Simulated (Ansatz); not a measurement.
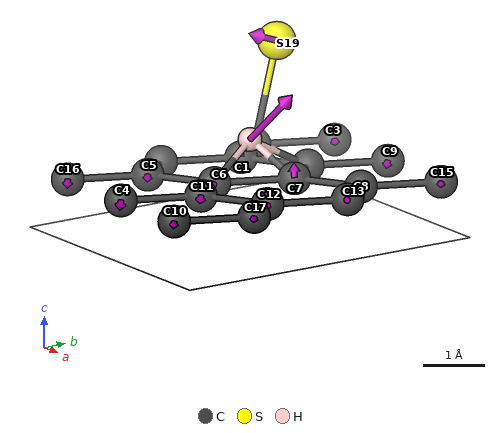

A relaxation of a slab of composition HC18S. The starting structure is drawn; purple arrows show the displacements, at their true length.

The picture is a ball-and-stick view of the cell of the calculation, outlined in the plane, without the vacuum (origin shifted), seen slightly off an axis.

It is SH on graphene monolayer, set down by a guess. The run prepares an end point of a later path (dissociation) calculation, from a guessed geometry.

Level of theory: DFT PBEsol, scalar-relativistic, plane waves, PAW (Ansatz). Settings: plane-wave cutoff 420 eV; k-point mesh 2 × 2 × 1; occupations gaussian; smearing width 0.02 eV; collinear spin; atoms relaxed in a fixed cell; force threshold 0.03 eV/Å; at most 60 steps.

Question: Which element moves most?

Answer: Hydrogen: up to 1.25 Å, against 0.60 Å for sulfur.

Question: What happened in the run?

Answer: Over 15 accepted moves (16 points after the start) the energy falls by 3.698 eV per cell of the calculation. Largest force component: 4.3 eV/Å at the start, 0.014 eV/Å at the end. The line search rejected the trial step at point 13 of the run. The atom that moves furthest relative to the layer's centre is the H atom (1.25 Å at 47° to the normal (+c side)). By element the largest moves are H 1.25 Å, S 0.60 Å, C 0.28 Å. The cell stays as it was. Some distances before and after: C–H 1.375 → 2.065 Å, C–H 1.375 → 2.042 Å, C–S 2.186 → 2.802 Å, C–S 2.186 → 1.918 Å. Bond angles that change, for instance: C–C–H 149.5° → 102.9°, C–C–H 64.5° → 102.7°, C–C–H 64.5° → 102.1°. The program noted that the starting moments weren't kept. The run took 67 s on 2 threads of AMD EPYC 9R45 96-Core Processor (Zen 5), with other jobs on the host, peak memory 1.1 GiB.

Limits of the set-up: the periodic images lie only 7.4 Å apart, so the values are limited by the cell's size.
